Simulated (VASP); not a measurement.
Band structure of ZnO (wurtzite). Level of theory: vdW-DF2, VASP's PBE PAW potentials (set 64) (plane waves; VASP).

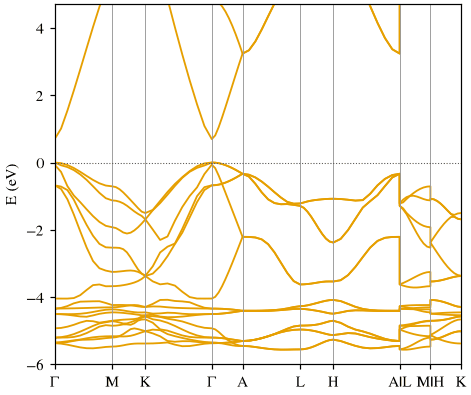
Fig. 1. Bands along high-symmetry lines, zero at the valence-band maximum or, without a gap, the Fermi level

Problem. Read the plot: is there a gap, and where are the band edges?

Solution. The gap is direct, 0.69 eV, from the valence maximum at Γ to the conduction minimum at Γ. (Edges off the drawn lines would not show.)

Measured: gap 3.60 eV (computed value off by -2.91 eV), as given by Wei Chen et al., Physical Review Materials (2018), doi:10.1103/physrevmaterials.2.073803 [zero-point renormalisation of 0.16 eV added back (the table's ZPR column)].

The compound is ZnO in the wurtzite structure. It was relaxed first, which changed the volume by +9 %.
